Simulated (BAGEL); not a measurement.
# AlSi2H5O (SMILES [SiH3][Al]1[O][SiH2]1), step by step

We compute the energy (HF/cc-pVDZ), then a single-point energy (NEVPT2(2,2)/cc-pVDZ), then the energy (CASPT2(2,2)/cc-pVDZ) of AlSi2H5O. 

Program for the calculation: BAGEL 1.2.2.

## Step 1: The structure to begin with

The species is AlSi2H5O (9 atoms), meant as a singlet with charge 0. SMILES: `[SiH3][Al]1[O][SiH2]1`. The Si1–H7 distance was set to 2.380 Å, away from the relaxed value. At this shape a bond of the SMILES string is far longer than usual.

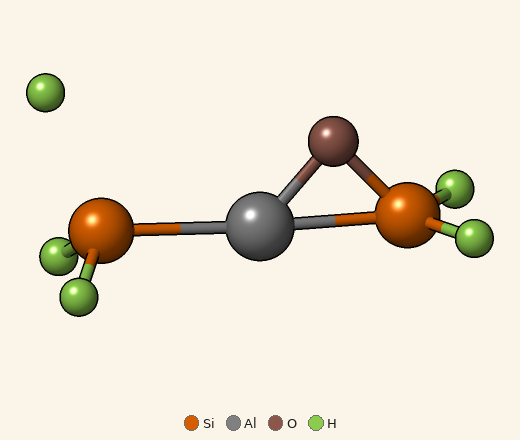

Viewed from a chosen angle; silicon orange, aluminium grey, oxygen brown, hydrogen green.

## Step 2: The energy at HF/cc-pVDZ (density fitting with svp-jkfit) (run 1)

Contents of job.json:

```json
{ "bagel" : [

{
  "title" : "molecule",
  "basis" : "cc-pvdz.json",
  "df_basis" : "svp-jkfit",
  "angstrom" : true,
  "geometry" : [
    { "atom" : "Si", "xyz" : [      -1.360563,       1.479672,      -0.845384 ] },
    { "atom" : "Al", "xyz" : [      -0.832563,      -0.386328,       0.652116 ] },
    { "atom" : "O", "xyz" : [       0.685037,      -1.202728,       0.923616 ] },
    { "atom" : "Si", "xyz" : [      -0.229063,      -2.115128,       2.010216 ] },
    { "atom" : "H", "xyz" : [      -2.471463,       1.089272,      -1.755584 ] },
    { "atom" : "H", "xyz" : [      -1.807763,       2.648972,      -0.039984 ] },
    { "atom" : "H", "xyz" : [       0.526500,       2.112800,      -2.150200 ] },
    { "atom" : "H", "xyz" : [      -0.304363,      -3.565028,       1.676316 ] },
    { "atom" : "H", "xyz" : [       0.221337,      -2.007428,       3.426216 ] }
  ]
},

{ "title" : "hf" },

{ "title" : "print", "file" : "orbitals.molden", "orbitals" : true }

]}
```

The basis set cc-pVDZ is read from a file made from the Basis Set Exchange's data (not shown).

Command:

```sh
$ BAGEL_NUM_THREADS=1 BAGEL job.json > job.out
```

Output:

```text
* using 1 threads per process

  ===============================================================
  ===============================================================

  *** Geometry ***

  { "atom" : "Si", "xyz" : [     -2.571091,      2.796175,     -1.597544 ] },
  { "atom" : "Al", "xyz" : [     -1.573316,     -0.730054,      1.232321 ] },
  { "atom" : "O", "xyz" : [      1.294532,     -2.272827,      1.745381 ] },
  { "atom" : "Si", "xyz" : [     -0.432866,     -3.997013,      3.798758 ] },
  { "atom" : "H", "xyz" : [     -4.670388,      2.058426,     -3.317573 ] },
  { "atom" : "H", "xyz" : [     -3.416177,      5.005832,     -0.075559 ] },
  { "atom" : "H", "xyz" : [      0.994941,      3.992613,     -4.063289 ] },
  { "atom" : "H", "xyz" : [     -0.575163,     -6.736927,      3.167778 ] },
  { "atom" : "H", "xyz" : [      0.418266,     -3.793489,      6.474610 ] },

  Number of auxiliary basis functions:      551

  Since a DF basis is specified, we compute 2- and 3-index integrals:
    o Being stored without compression. Storage requirement is 0.038 GB

  Number of basis functions:       93
  Number of electrons      :       54

    * METHOD: MOLECULE                             0.30

  *** RHF ***

  === Nuclear Repulsion ===
   232.4449509973

      * DIIS with orbital gradients will be used.

  === RHF iteration (cc-pvdz.json) ===
      0       -897.15032719          0.01583040           0.12
      1       -897.22863532          0.01767913           0.11
      2       -897.46002566          0.00195133           0.12
      3       -897.46501298          0.00041376           0.11
      4       -897.46529242          0.00010611           0.11
      5       -897.46531451          0.00002725           0.11
      6       -897.46531625          0.00000754           0.11
      7       -897.46531640          0.00000319           0.12
      8       -897.46531642          0.00000076           0.11
      9       -897.46531642          0.00000021           0.12
     10       -897.46531642          0.00000006           0.11
     11       -897.46531642          0.00000002           0.11
     12       -897.46531642          0.00000001           0.11
    * SCF iteration converged.

    * Permanent dipole moment:
           (    1.232011,    -0.066650,    -0.352291) a.u.

    * METHOD: HF                                   1.73

    * METHOD: PRINT                                0.02

  ===============================================================
```

Run time: 2.2 s. Hardware: 1 thread of Arm Neoverse V2, shared host; peak memory 0.15 GiB.

## Step 3: The energy at NEVPT2(2,2)/cc-pVDZ (density fitting with svp-jkfit) (run 2)

Contents of input.json:

```json
{ "bagel": [

{
  "title": "molecule",
  "basis": "cc-pvdz.json",
  "df_basis": "svp-jkfit",
  "angstrom": "true",
  "geometry": [
    { "atom": "Si", "xyz": [      -1.360563,       1.479672,      -0.845384 ] },
    { "atom": "Al", "xyz": [      -0.832563,      -0.386328,       0.652116 ] },
    { "atom": "O", "xyz": [       0.685037,      -1.202728,       0.923616 ] },
    { "atom": "Si", "xyz": [      -0.229063,      -2.115128,       2.010216 ] },
    { "atom": "H", "xyz": [      -2.471463,       1.089272,      -1.755584 ] },
    { "atom": "H", "xyz": [      -1.807763,       2.648972,      -0.039984 ] },
    { "atom": "H", "xyz": [       0.526500,       2.112800,      -2.150200 ] },
    { "atom": "H", "xyz": [      -0.304363,      -3.565028,       1.676316 ] },
    { "atom": "H", "xyz": [       0.221337,      -2.007428,       3.426216 ] }
  ]
},

{ "title": "hf" },

{ "title": "casscf", "nstate": 1, "nact": 2, "nclosed": 26, "active": [26, 28], "maxiter": 200, "natocc": "true" },

{ "title": "nevpt2", "nstate": 1, "nact": 2, "nclosed": 26, "active": [26, 28], "maxiter": 200, "natocc": "true", "ncore": 16 },

{ "title": "print", "file": "orbitals.molden", "orbitals": "true" }

]}
```

The basis set cc-pVDZ is read from a file made from the Basis Set Exchange's data (not shown).

Command:

```sh
$ BAGEL_NUM_THREADS=1 BAGEL input.json > input.out
```

Output:

```text
* using 1 threads per process

  ===============================================================
  ===============================================================

  *** Geometry ***

  { "atom" : "Si", "xyz" : [     -2.571091,      2.796175,     -1.597544 ] },
  { "atom" : "Al", "xyz" : [     -1.573316,     -0.730054,      1.232321 ] },
  { "atom" : "O", "xyz" : [      1.294532,     -2.272827,      1.745381 ] },
  { "atom" : "Si", "xyz" : [     -0.432866,     -3.997013,      3.798758 ] },
  { "atom" : "H", "xyz" : [     -4.670388,      2.058426,     -3.317573 ] },
  { "atom" : "H", "xyz" : [     -3.416177,      5.005832,     -0.075559 ] },
  { "atom" : "H", "xyz" : [      0.994941,      3.992613,     -4.063289 ] },
  { "atom" : "H", "xyz" : [     -0.575163,     -6.736927,      3.167778 ] },
  { "atom" : "H", "xyz" : [      0.418266,     -3.793489,      6.474610 ] },

  Number of auxiliary basis functions:      551

  Since a DF basis is specified, we compute 2- and 3-index integrals:
    o Being stored without compression. Storage requirement is 0.038 GB

  Number of basis functions:       93
  Number of electrons      :       54

    * METHOD: MOLECULE                             0.30

  *** RHF ***

  === Nuclear Repulsion ===
   232.4449509973

      * DIIS with orbital gradients will be used.

  === RHF iteration (cc-pvdz.json) ===
      0       -897.15032719          0.01583040           0.11
      1       -897.22863532          0.01767913           0.11
      2       -897.46002566          0.00195133           0.11
      3       -897.46501298          0.00041376           0.11
      4       -897.46529242          0.00010611           0.11
      5       -897.46531451          0.00002725           0.11
      6       -897.46531625          0.00000754           0.11
      7       -897.46531640          0.00000319           0.11
      8       -897.46531642          0.00000076           0.11
      9       -897.46531642          0.00000021           0.11
     10       -897.46531642          0.00000006           0.11
     11       -897.46531642          0.00000002           0.11
     12       -897.46531642          0.00000001           0.11
    * SCF iteration converged.

    * Permanent dipole moment:
           (    1.232011,    -0.066650,    -0.352291) a.u.

    * METHOD: HF                                   1.67

  ---------------------------
      CASSCF calculation
  ---------------------------

    ==== Active orbitals : =====
         Orbital 26
         Orbital 28
    ============================

    * nstate   :      1
    * nclosed  :     26
    * nact     :      2
    * nvirt    :     65
  === CASSCF iteration (cc-pvdz.json) ===

    * Using the second-order algorithm

      0  0      -897.47324250     1.16e-03      0.03

      1  0      -897.49631971     1.93e-03      0.55

      2  0      -897.50328668     5.73e-04      0.61

      3  0      -897.50370212     1.95e-04      0.61

      4  0      -897.50372995     5.94e-05      0.65

      5  0      -897.50373220     1.72e-05      0.66

      6  0      -897.50373238     4.95e-06      0.68

      7  0      -897.50373240     1.42e-06      0.66

      8  0      -897.50373240     4.04e-07      0.68

      9  0      -897.50373240     1.16e-07      0.64

     10  0      -897.50373240     3.30e-08      0.57

     11  0      -897.50373240     9.43e-09      0.53

    * Second-order optimization converged. *

     guess   0:   closed 1.                   open ..

  === FCI iteration ===

      0  0      -897.46287494     6.98e-02      0.00
      1  0      -897.50366807     2.49e-03      0.00
      2  0 *    -897.50373240     3.15e-16      0.00

     * ci vector, state   0, <S^2> = 0.0000
       2.     0.9597599420
       .2    -0.2808217472

    * METHOD: CASSCF                               7.11

    * freezing 16 orbitals

  === DF-NEVPT2 calculation ===

    * 3-index integral transformation done
    * assembly done

      NEVPT2 correlation energy:   -0.4226765364      0.17

          (+0)     -0.3940985634
          (+0)'    -0.0048441269
          (+1)     -0.0052550709
          (+1)'    -0.0000000000
          (+2)     -0.0002385790
          (-1)     -0.0146660243
          (-1)'     0.0000000000
          (-2)     -0.0035741718

      NEVPT2 total energy:       -897.9264089352

    * METHOD: NEVPT2                               0.36

    * METHOD: PRINT                                0.02

  ===============================================================
```

Wall time 9.9 s (1 thread of Arm Neoverse V2, shared host); peak memory 0.15 GiB.

## Step 4: A single-point energy at CASPT2(2,2)/cc-pVDZ (density fitting with svp-jkfit) (run 3)

Contents of calc.json:

```json
{ "bagel": [

{
  "title": "molecule",
  "basis": "cc-pvdz.json",
  "df_basis": "svp-jkfit",
  "angstrom": true,
  "geometry": [
    { "atom": "Si", "xyz": [      -1.360563,       1.479672,      -0.845384 ] },
    { "atom": "Al", "xyz": [      -0.832563,      -0.386328,       0.652116 ] },
    { "atom": "O", "xyz": [       0.685037,      -1.202728,       0.923616 ] },
    { "atom": "Si", "xyz": [      -0.229063,      -2.115128,       2.010216 ] },
    { "atom": "H", "xyz": [      -2.471463,       1.089272,      -1.755584 ] },
    { "atom": "H", "xyz": [      -1.807763,       2.648972,      -0.039984 ] },
    { "atom": "H", "xyz": [       0.526500,       2.112800,      -2.150200 ] },
    { "atom": "H", "xyz": [      -0.304363,      -3.565028,       1.676316 ] },
    { "atom": "H", "xyz": [       0.221337,      -2.007428,       3.426216 ] }
  ]
},

{
  "title": "hf"
},

{
  "title": "casscf",
  "nstate": 1,
  "nact": 2,
  "nclosed": 26,
  "active": [26, 28],
  "maxiter": 200,
  "natocc": true
},

{
  "title": "print",
  "file": "orbitals.molden",
  "orbitals": true
},

{
  "title": "smith",
  "method": "caspt2",
  "ms": true,
  "xms": true,
  "sssr": true,
  "shift": 0.2,
  "shift_imag": true,
  "ncore": 16
}

]}
```

The basis set cc-pVDZ is read from a file made from the Basis Set Exchange's data (not shown).

Command:

```sh
$ BAGEL_NUM_THREADS=1 BAGEL calc.json > calc.out
```

Output:

```text
* using 1 threads per process

  ===============================================================
  ===============================================================

  *** Geometry ***

  { "atom" : "Si", "xyz" : [     -2.571091,      2.796175,     -1.597544 ] },
  { "atom" : "Al", "xyz" : [     -1.573316,     -0.730054,      1.232321 ] },
  { "atom" : "O", "xyz" : [      1.294532,     -2.272827,      1.745381 ] },
  { "atom" : "Si", "xyz" : [     -0.432866,     -3.997013,      3.798758 ] },
  { "atom" : "H", "xyz" : [     -4.670388,      2.058426,     -3.317573 ] },
  { "atom" : "H", "xyz" : [     -3.416177,      5.005832,     -0.075559 ] },
  { "atom" : "H", "xyz" : [      0.994941,      3.992613,     -4.063289 ] },
  { "atom" : "H", "xyz" : [     -0.575163,     -6.736927,      3.167778 ] },
  { "atom" : "H", "xyz" : [      0.418266,     -3.793489,      6.474610 ] },

  Number of auxiliary basis functions:      551

  Since a DF basis is specified, we compute 2- and 3-index integrals:
    o Being stored without compression. Storage requirement is 0.038 GB

  Number of basis functions:       93
  Number of electrons      :       54

    * METHOD: MOLECULE                             0.30

  *** RHF ***

  === Nuclear Repulsion ===
   232.4449509973

      * DIIS with orbital gradients will be used.

  === RHF iteration (cc-pvdz.json) ===
      0       -897.15032719          0.01583040           0.11
      1       -897.22863532          0.01767913           0.11
      2       -897.46002566          0.00195133           0.11
      3       -897.46501298          0.00041376           0.11
      4       -897.46529242          0.00010611           0.11
      5       -897.46531451          0.00002725           0.11
      6       -897.46531625          0.00000754           0.11
      7       -897.46531640          0.00000319           0.11
      8       -897.46531642          0.00000076           0.11
      9       -897.46531642          0.00000021           0.11
     10       -897.46531642          0.00000006           0.11
     11       -897.46531642          0.00000002           0.11
     12       -897.46531642          0.00000001           0.11
    * SCF iteration converged.

    * Permanent dipole moment:
           (    1.232011,    -0.066650,    -0.352291) a.u.

    * METHOD: HF                                   1.66

  ---------------------------
      CASSCF calculation
  ---------------------------

    ==== Active orbitals : =====
         Orbital 26
         Orbital 28
    ============================

    * nstate   :      1
    * nclosed  :     26
    * nact     :      2
    * nvirt    :     65
  === CASSCF iteration (cc-pvdz.json) ===

    * Using the second-order algorithm

      0  0      -897.47324250     1.16e-03      0.03

      1  0      -897.49631971     1.93e-03      0.56

      2  0      -897.50328668     5.73e-04      0.62

      3  0      -897.50370212     1.95e-04      0.62

      4  0      -897.50372995     5.94e-05      0.67

      5  0      -897.50373220     1.72e-05      0.66

      6  0      -897.50373238     4.95e-06      0.67

      7  0      -897.50373240     1.42e-06      0.65

      8  0      -897.50373240     4.04e-07      0.67

      9  0      -897.50373240     1.16e-07      0.61

     10  0      -897.50373240     3.30e-08      0.56

     11  0      -897.50373240     9.43e-09      0.52

    * Second-order optimization converged. *

     guess   0:   closed 1.                   open ..

  === FCI iteration ===

      0  0      -897.46287494     6.98e-02      0.00
      1  0      -897.50366807     2.49e-03      0.00
      2  0 *    -897.50373240     3.15e-16      0.00

     * ci vector, state   0, <S^2> = 0.0000
       2.     0.9597599420
       .2    -0.2808217472

    * METHOD: CASSCF                               7.10

    * METHOD: PRINT                                0.02

  === SMITH program ===

    * freezing 16 orbitals

    * Approximate memory requirement for SMITH calulation per MPI process:
      o Storage requirement for T-amplitude, lambda, and residual is 0.02 GB
      o Storage requirement for MO integrals is 0.01 GB
    * Calculating and saving rdm4f

    * Zeroth order energy : state  0       -0.6394269648

    * CASPT2 iteration is performed using orthogonal basis

      -------------------------------------------  CASPT2 iteration  ---------------------------------------------------
       #      aibj      arbs      arbi      airj      risj      airs      arst      rist         Etot      error   time
      ------------------------------------------------------------------------------------------------------------------

       0  -0.39143  -0.00443  -0.01525  -0.00582  -0.00037  -0.00436  -0.00000  -0.00000   -0.4216595  0.0006837   0.07
       1  -0.39152  -0.00444  -0.01529  -0.00591  -0.00040  -0.00445   0.00000  -0.00000   -0.4220083  0.0001228   0.06
       2  -0.39152  -0.00444  -0.01530  -0.00591  -0.00040  -0.00445  -0.00000  -0.00000   -0.4220193  0.0000238   0.06
       3  -0.39152  -0.00444  -0.01530  -0.00591  -0.00040  -0.00445   0.00000  -0.00000   -0.4220197  0.0000048   0.06
       4  -0.39152  -0.00444  -0.01530  -0.00591  -0.00040  -0.00445   0.00000  -0.00000   -0.4220198  0.0000009   0.07

      ------------------------------------------------------------------------------------------------------------------

    * CASPT2 energy : state  0     -897.9294322130
        w/o shift correction       -897.9257521508
        reference weight              0.8522668553

    * METHOD: SMITH                                0.59

  ===============================================================
```

It took 9.9 s on 1 thread of Arm Neoverse V2, shared host; peak memory 0.18 GiB.

## Step 5: Summary of results

| quantity | value |
| --- | --- |
| run 1, HF/cc-pVDZ: total energy | -897.46532 Eh |
| run 1, HF/cc-pVDZ: dipole moment | 3.26 D |
| run 1, HF/cc-pVDZ: HOMO energy | -8.49 eV |
| run 1, HF/cc-pVDZ: LUMO energy | 0.27 eV |
| run 1, HF/cc-pVDZ: HOMO–LUMO gap | 8.76 eV |
| run 2, NEVPT2(2,2)/cc-pVDZ: total energy | -897.92641 Eh |
| run 3, CASPT2(2,2)/cc-pVDZ: total energy | -897.92943 Eh |
